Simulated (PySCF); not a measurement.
**CH4InNS (SMILES S=C[NH][InH2]): levels of theory compared**

We compute a comparison of 3 runs (HF/STO-3G, HF/def2-SVP, CAM-B3LYP/STO-3G) of CH4InNS. Input form: a Python script.

Program for the calculation: PySCF 2.14.0.

## 1. The system as given

CH4InNS has 8 atoms, charge 0, and is taken as a singlet. As SMILES, `S=C[NH][InH2]`. The coordinates come from a PBE0-D4/def2-TZVP relaxation. This is one conformer, not always the lowest.

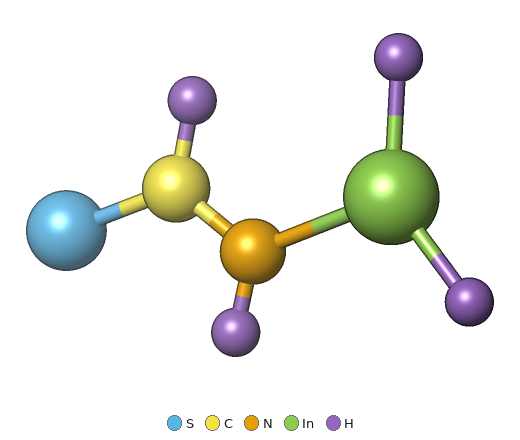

The structure, seen from a chosen angle (sulfur blue, carbon yellow, nitrogen amber, indium green, hydrogen purple).

## 2. Energy and gradient at HF/STO-3G (run 1)

File run.py:

```python
import pyscf.grad
from pyscf import gto, scf

system = gto.M(
    atom='''
S        1.077600       2.713600       0.357400
C        0.504300       1.285100      -0.197100
N        0.104900       0.242600       0.543700
In      -0.618600      -1.559100      -0.172500
H        0.418700       1.113400      -1.274600
H        0.196000       0.431800       1.536700
H       -0.658800      -1.589600      -1.874300
H       -1.024000      -2.637700       1.080600
''',
    verbose=3,
    charge=0,
    max_memory=1860,
    basis='sto-3g',
)

myscf = scf.RHF(system)
myscf.conv_tol = 1e-10
myscf.kernel()
if not myscf.converged:
    myscf = myscf.newton().run(myscf.mo_coeff, myscf.mo_occ)

e_tot = myscf.e_tot
print('Final energy', e_tot)
grad = myscf.Gradients().kernel()
myscf.analyze()
```

Started as:

```
$ OMP_NUM_THREADS=1 python run.py
```

Log:

```text
converged SCF energy = -6169.49879883719
Final energy -6169.498798837187
--------------- RHF gradients ---------------
         x                y                z
0 S     0.0095987744     0.0239036127     0.0094725863
1 C    -0.0285843757    -0.0727510348     0.0092015239
2 N     0.0314849065     0.0794549207     0.0061392890
3 In    -0.0060970614    -0.0151325845    -0.0075243481
4 H     0.0022802640     0.0057149766     0.0012987471
5 H    -0.0015862598    -0.0035446428    -0.0112086475
6 H     0.0001211044     0.0017068764    -0.0333655459
7 H    -0.0072173523    -0.0193521244     0.0259863951
----------------------------------------------
**** MO energy ****
MO #1   energy= -986.905682698889  occ= 2
MO #2   energy= -146.041788921875  occ= 2
MO #3   energy= -138.053838269895  occ= 2
MO #4   energy= -138.052400164596  occ= 2
MO #5   energy= -138.05202821764   occ= 2
MO #6   energy= -90.5741399171884  occ= 2
MO #7   energy= -27.7278275047818  occ= 2
MO #8   energy= -24.7476204506112  occ= 2
MO #9   energy= -24.742981144874   occ= 2
MO #10  energy= -24.742391048698   occ= 2
MO #11  energy= -16.6134622837294  occ= 2
MO #12  energy= -16.6134042480411  occ= 2
MO #13  energy= -16.6125371940872  occ= 2
MO #14  energy= -16.607923329279   occ= 2
MO #15  energy= -16.6069982528062  occ= 2
MO #16  energy= -15.2821083113541  occ= 2
MO #17  energy= -11.0470550758491  occ= 2
MO #18  energy= -8.49633499878703  occ= 2
MO #19  energy= -6.12807111651722  occ= 2
MO #20  energy= -6.12594261054307  occ= 2
MO #21  energy= -6.12348397147591  occ= 2
MO #22  energy= -4.26353210752784  occ= 2
MO #23  energy= -3.08543923397466  occ= 2
MO #24  energy= -3.07286388948868  occ= 2
MO #25  energy= -3.07152855450681  occ= 2
MO #26  energy= -1.12144502411454  occ= 2
MO #27  energy= -0.864392754954015 occ= 2
MO #28  energy= -0.701574429004128 occ= 2
MO #29  energy= -0.597151471861242 occ= 2
MO #30  energy= -0.588207449841896 occ= 2
MO #31  energy= -0.578702326156233 occ= 2
MO #32  energy= -0.577634621337055 occ= 2
MO #33  energy= -0.575719168973285 occ= 2
MO #34  energy= -0.533321003981987 occ= 2
MO #35  energy= -0.495324799539267 occ= 2
MO #36  energy= -0.411203171628293 occ= 2
MO #37  energy= -0.407017222986937 occ= 2
MO #38  energy= -0.364256962726619 occ= 2
MO #39  energy= -0.329225763106344 occ= 2
MO #40  energy= -0.176531727149554 occ= 2
MO #41  energy= -0.172742257215423 occ= 2
MO #42  energy= 0.190289972012872  occ= 0
MO #43  energy= 0.309236478364032  occ= 0
MO #44  energy= 0.357720405401722  occ= 0
MO #45  energy= 0.430100253256431  occ= 0
MO #46  energy= 0.587329790261914  occ= 0
MO #47  energy= 0.658145133752666  occ= 0
MO #48  energy= 0.668829174489818  occ= 0
MO #49  energy= 0.829419673108325  occ= 0
MO #50  energy= 0.90516008402414   occ= 0
 ** Mulliken atomic charges  **
charge of    0S =     -0.15596
charge of    1C =     -0.01716
charge of    2N =     -0.31190
charge of    3In =      0.63563
charge of    4H =      0.00998
charge of    5H =      0.11019
charge of    6H =     -0.13483
charge of    7H =     -0.13595
Dipole moment(X, Y, Z, Debye): -1.81334, -4.57845, -0.31687
```

Run time: 10 s. Hardware: 1 thread of Intel Xeon at 2.50GHz (Skylake/Cascade Lake), shared host; peak memory 0.12 GiB.

## 3. Energy and gradient at HF/def2-SVP (core potential) (run 2)

File run.py:

```python
# S=C[NH][InH2]
from pyscf import gto

molecule = gto.Mole()
molecule.atom = '''
S        1.077600       2.713600       0.357400
C        0.504300       1.285100      -0.197100
N        0.104900       0.242600       0.543700
In      -0.618600      -1.559100      -0.172500
H        0.418700       1.113400      -1.274600
H        0.196000       0.431800       1.536700
H       -0.658800      -1.589600      -1.874300
H       -1.024000      -2.637700       1.080600
'''
molecule.basis = 'def2-svp'
molecule.charge = 0
molecule.verbose = 4
molecule.ecp = {'In': 'def2-svp'}
molecule.max_memory = 1860
molecule.build()

mf = molecule.RHF()
mf.conv_tol = 1e-10
mf.kernel()
if not mf.converged:
    mf = mf.newton().run(mf.mo_coeff, mf.mo_occ)

etot = mf.e_tot
print(f'total energy: {etot:.8f} hartree')
grad = mf.nuc_grad_method().kernel()
mf.analyze()
```

Started as:

```
$ OMP_NUM_THREADS=1 python run.py
```

Log:

```text
PySCF version 2.14.0

[... 68 lines left out ...]
converged SCF energy = -681.161542450066
[... 22 lines left out ...]
MO #2   energy= -15.5798080135153  occ= 2
[... 8 lines left out ...]
MO #11  energy= -3.67283666393494  occ= 2
[... 8 lines left out ...]
MO #20  energy= -0.6560118336459   occ= 2
[... 8 lines left out ...]
MO #29  energy= 0.0917237401895694 occ= 0
[... 8 lines left out ...]
MO #38  energy= 0.360556997334709  occ= 0
[... 8 lines left out ...]
MO #47  energy= 0.70289666650778   occ= 0
[... 8 lines left out ...]
MO #56  energy= 0.979797874732589  occ= 0
[... 8 lines left out ...]
MO #65  energy= 1.46465105322452   occ= 0
[... 8 lines left out ...]
MO #74  energy= 2.0342159593523    occ= 0
[... 8 lines left out ...]
MO #83  energy= 2.83280495169777   occ= 0
[... 8 lines left out ...]
MO #92  energy= 61.6521660012394   occ= 0
[... 64 lines left out ...]
pop of  3 In 4dxy         1.76886
pop of  3 In 4dyz         1.75591
pop of  3 In 4dz^2        1.74461
pop of  3 In 4dxz         1.76032
pop of  3 In 4dx2-y2      1.99858
pop of  3 In 5dxy         0.14015
pop of  3 In 5dyz         0.12519
pop of  3 In 5dz^2        0.22525
pop of  3 In 5dxz         0.18248
pop of  3 In 5dx2-y2      0.00542
pop of  4 H 1s            0.89697
pop of  4 H 2s            0.01627
pop of  4 H 2px           0.00013
pop of  4 H 2py           0.00046
pop of  4 H 2pz           0.00244
pop of  5 H 1s            0.75996
pop of  5 H 2s            0.01928
pop of  5 H 2px           0.00111
pop of  5 H 2py           0.00065
pop of  5 H 2pz           0.00235
pop of  6 H 1s            1.51232
pop of  6 H 2s            0.01564
pop of  6 H 2px           0.01063
pop of  6 H 2py           0.01156
pop of  6 H 2pz           0.02528
pop of  7 H 1s            1.50957
pop of  7 H 2s            0.01722
pop of  7 H 2px           0.00877
pop of  7 H 2py           0.01731
pop of  7 H 2pz           0.01403
 ** Mulliken atomic charges  **
charge of    0S =     -0.33447
charge of    1C =      0.07769
charge of    2N =     -0.87148
charge of    3In =      1.97019
charge of    4H =      0.08374
charge of    5H =      0.21665
charge of    6H =     -0.57542
charge of    7H =     -0.56690
Dipole moment(X, Y, Z, Debye): -2.22426, -5.60357, -0.68282
```

Run time: 14 s. Hardware: 1 thread of Intel Xeon at 2.50GHz (Skylake/Cascade Lake), shared host; peak memory 0.19 GiB.

## 4. Energy and gradient at CAM-B3LYP/STO-3G (run 3)

File input.py:

```python
from pyscf import gto, dft

system = gto.M(
    atom='''
S      1.077600     2.713600     0.357400
C      0.504300     1.285100    -0.197100
N      0.104900     0.242600     0.543700
In    -0.618600    -1.559100    -0.172500
H      0.418700     1.113400    -1.274600
H      0.196000     0.431800     1.536700
H     -0.658800    -1.589600    -1.874300
H     -1.024000    -2.637700     1.080600
''',
    verbose=3,
    max_memory=1860,
    basis='sto-3g',
)

mf = dft.RKS(system, xc='cam-b3lyp')
mf.grids.level = 5
mf.conv_tol = 1e-10
mf.kernel()
if not mf.converged:
    mf = mf.newton().run(mf.mo_coeff, mf.mo_occ)

etot = mf.e_tot
print('Final energy', etot)
grad = mf.nuc_grad_method().kernel()
dip = mf.dip_moment()
pop, q = mf.mulliken_pop()
```

Started as:

```
$ OMP_NUM_THREADS=1 python input.py
```

Log:

```text
converged SCF energy = -6172.79659360061
Final energy -6172.796593600611
--------------- RKS gradients ---------------
         x                y                z
0 S     0.0035256344     0.0088650258     0.0014817646
1 C    -0.0288248212    -0.0739473961     0.0231620028
2 N     0.0422577102     0.1064017444     0.0143255440
3 In    -0.0052979222    -0.0131778030    -0.0059252112
4 H     0.0032045784     0.0077185341     0.0093687116
5 H    -0.0031676972    -0.0067457109    -0.0304281093
6 H    -0.0010577666    -0.0008036582    -0.0446844699
7 H    -0.0106406267    -0.0282982667     0.0326968172
----------------------------------------------
Dipole moment(X, Y, Z, Debye): -1.36628, -3.46477,  0.12119
 ** Mulliken pop  **
pop of  0 S 1s            1.99993
pop of  0 S 2s            1.99739
pop of  0 S 3s            1.90049
pop of  0 S 2px           1.98433
pop of  0 S 2py           1.97832
pop of  0 S 2pz           1.99563
pop of  0 S 3px           1.27825
pop of  0 S 3py           1.09809
pop of  0 S 3pz           1.82137
pop of  1 C 1s            1.99137
pop of  1 C 2s            1.20500
pop of  1 C 2px           0.98295
pop of  1 C 2py           0.95765
pop of  1 C 2pz           0.98274
pop of  2 N 1s            1.99428
pop of  2 N 2s            1.53447
pop of  2 N 2px           1.51242
pop of  2 N 2py           1.28393
pop of  2 N 2pz           1.11180
pop of  3 In 1s           2.00000
pop of  3 In 2s           1.99972
pop of  3 In 3s           1.99839
pop of  3 In 4s           2.00615
pop of  3 In 5s           1.11116
pop of  3 In 2px          2.00007
pop of  3 In 2py          2.00006
pop of  3 In 2pz          2.00006
pop of  3 In 3px          1.99747
pop of  3 In 3py          1.99779
pop of  3 In 3pz          1.99802
pop of  3 In 4px          1.98425
pop of  3 In 4py          1.98992
pop of  3 In 4pz          1.99344
pop of  3 In 5px          0.23009
pop of  3 In 5py          0.50648
pop of  3 In 5pz          0.75180
pop of  3 In 3dxy         1.99918
pop of  3 In 3dyz         1.99831
pop of  3 In 3dz^2        1.99710
pop of  3 In 3dxz         1.99975
pop of  3 In 3dx2-y2      1.99906
pop of  3 In 4dxy         1.97511
pop of  3 In 4dyz         1.95009
pop of  3 In 4dz^2        1.91297
pop of  3 In 4dxz         1.99263
pop of  3 In 4dx2-y2      1.97161
pop of  4 H 1s            0.94148
pop of  5 H 1s            0.81501
pop of  6 H 1s            1.13522
pop of  7 H 1s            1.13720
 ** Mulliken atomic charges  **
charge of    0S =     -0.05379
charge of    1C =     -0.11971
charge of    2N =     -0.43690
charge of    3In =      0.63930
charge of    4H =      0.05852
charge of    5H =      0.18499
charge of    6H =     -0.13522
charge of    7H =     -0.13720
```

Run time: 56 s. Hardware: 1 thread of Intel Xeon at 2.50GHz (Skylake/Cascade Lake), shared host; peak memory 0.52 GiB.

## 5. All runs side by side

| run | level | core potential | integration grid | energy (Eh) | dipole moment (D) | HOMO energy (eV) | LUMO energy (eV) | wall time |
| --- | --- | --- | --- | --- | --- | --- | --- | --- |
| 1 | HF/STO-3G | – | – | -6169.498799 | 4.93 | -4.70 | 5.18 | 10 s |
| 2 | HF/def2-SVP (core potential) | def2-svp | – | -681.161542 | 6.07 | -8.38 | 0.38 | 14 s |
| 3 | CAM-B3LYP/STO-3G | – | 5 | -6172.796594 | 3.73 | -3.20 | 2.52 | 56 s |

## 6. Summary of results

```
                       quantity           value
            run 3: total energy  -6172.79659 Eh
           run 3: dipole moment          3.73 D
             run 3: HOMO energy        -3.20 eV
             run 3: LUMO energy         2.52 eV
           run 3: HOMO–LUMO gap         5.73 eV
run 3: largest force on an atom      5.933 eV/Å
```

In words: The dipole moment (its size) runs from 3.73 D (CAM-B3LYP/STO-3G) to 6.07 D (HF/def2-SVP). The two ends differ in method and basis and core potential. The HOMO–LUMO gap runs from 5.73 eV (CAM-B3LYP/STO-3G) to 9.88 eV (HF/STO-3G). Exact exchange widens orbital gaps. Some runs of one species differ in core potentials or relativity; totals across that change don't compare. In runs 1, 3 the basis is minimal, so the values are rough. In runs 1, 3 relativity is left out where basis or elements ask for it. All runs together took 81 s, the longest 56 s.
